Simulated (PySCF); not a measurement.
**C₄H₁₀B₂OSi (SMILES BOB/C=C\[SiH2]C=C): density, localisation and related maps**

Input file:

```
{"job": {"kind": "nmr", "xc": "PBE0", "basis": "pcSseg-1"}, "charge": 0, "multiplicity": 1}
B     -3.128807     1.716680    -1.046109
O     -2.254670     0.931859    -0.503759
B     -1.353504     0.134352    -0.000730
C     -0.668781    -0.937326    -0.916655
C      0.412723    -1.658114    -0.604532
Si     1.415002    -1.555500     0.986917
C      2.252473     0.127298     1.158049
C      1.980249     1.194867     0.424925
H     -2.779258     2.740005    -1.522855
H     -4.268129     1.404031    -1.054295
H     -1.075560     0.236344     1.142223
H     -1.113420    -1.092038    -1.898952
H      0.785298    -2.360632    -1.345410
H      2.471192    -2.579955     0.907416
H      0.589137    -1.820477     2.172782
H      3.015092     0.213494     1.924174
H      2.481971     2.141849     0.562140
H      1.230234     1.169579    -0.350278
```

Run with:

```sh
OMP_NUM_THREADS=1 python probes_run.py task.json out
```

Geometry: GFN2-xTB.

Theory: PBE0/pcSseg-1, SCF density, gas phase, non-relativistic (PySCF).

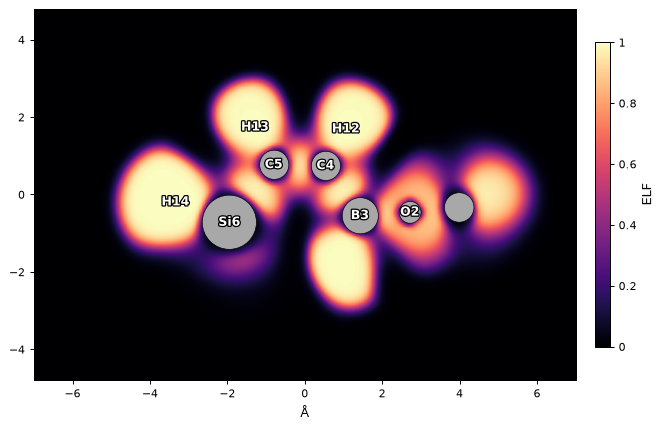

Figure 1. ELF on the plane of atoms C5, Si6 and H14. Grey discs cover the atomic cores.

Question: What do the fields say about this system?

Answer: The plane passes through O, B, C, Si and H nuclei.
B–O (1.30 Å): the ELF peaks at about 0.90 between the atoms; a polar covalent bond.
C–C (1.34 Å): the ELF peaks at about 0.95 between the atoms (a short, multiple covalent bond).
C–B (1.57 Å): the ELF peaks at about 1 between the atoms: a covalent bond.
C–Si (1.88 Å): the ELF peaks at about 0.95 between the atoms, as expected for a shared electron pair.
C–H (1.09 Å): the ELF climbs to about 1 towards the hydrogen, as it does in any bond to H: a covalent bond by its length.

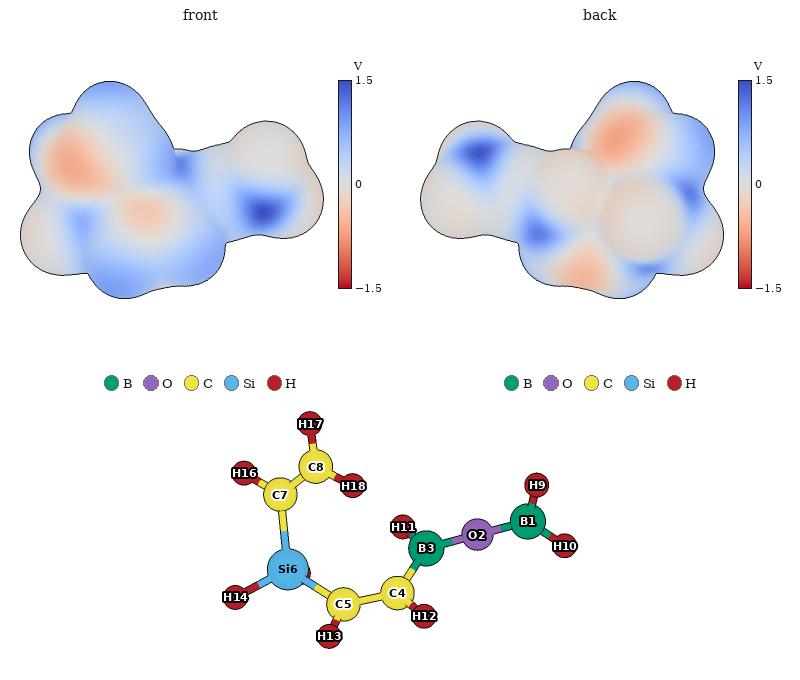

Figure 2. The electrostatic potential painted on the density surface at 0.002 e/bohr³, seen from the front and from behind; red is negative and blue positive. The bare structure is drawn below in the same view.

Question: Describe the electrostatic potential map.

Answer: The most negative region (about −0.6 V) lies over the π face of C7 and C8, the most positive (about +1.4 V) over B1.
